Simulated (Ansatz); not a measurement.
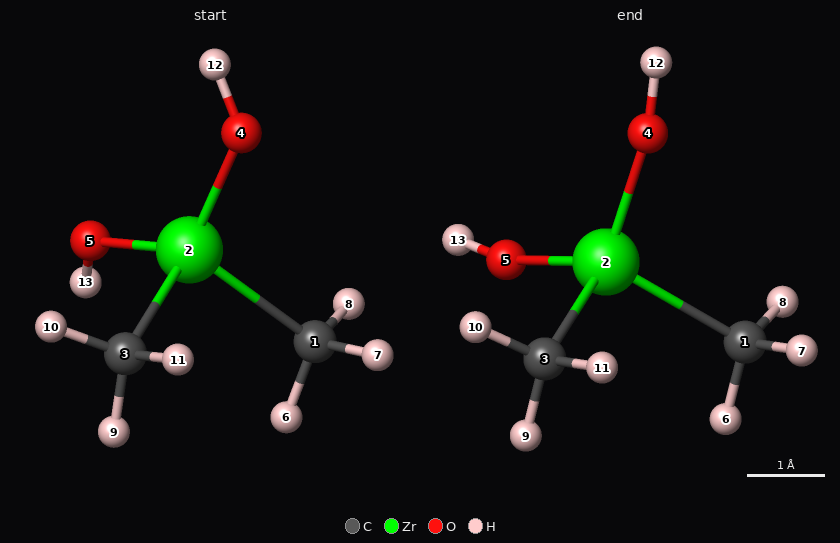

The structure of C2H8O2Zr before (left) and after (right) a relaxation, at one scale.

Style: ball-and-stick. Shown from a free direction.

The start comes from GFN2-xTB.

Computed with Ansatz 0.2.0, RKS PBE0-D4/def2-TZVP. (force threshold 0.005 eV/Å; at most 150 steps)

Question: Summarise the run.

Answer: The atom that moves furthest after the best rigid fit is H13 (0.83 Å). By element the largest moves are H 0.83 Å, O 0.29 Å, Zr 0.18 Å, C 0.17 Å. Some distances before and after: Zr2–O4 1.894 → 1.920 Å, O4–H12 0.964 → 0.952 Å, C1–Zr2 2.241 → 2.230 Å, C1–H6 1.105 → 1.097 Å. Among the angles between lasting bonds that change: Zr2–O5–H13 127.4° → 164.9°, Zr2–O4–H12 131.4° → 164.9°, C1–Zr2–O5 103.4° → 108.1°. The energy falls by 6.42 kcal/mol in 11 accepted moves (13 points after the start). Largest force component: 1.7 eV/Å at the start, 0.00079 eV/Å at the end. The line search rejected the trial steps at points 4, 9 of the run. Cost: 58 s on 4 threads of Arm Neoverse V2 (shared host).
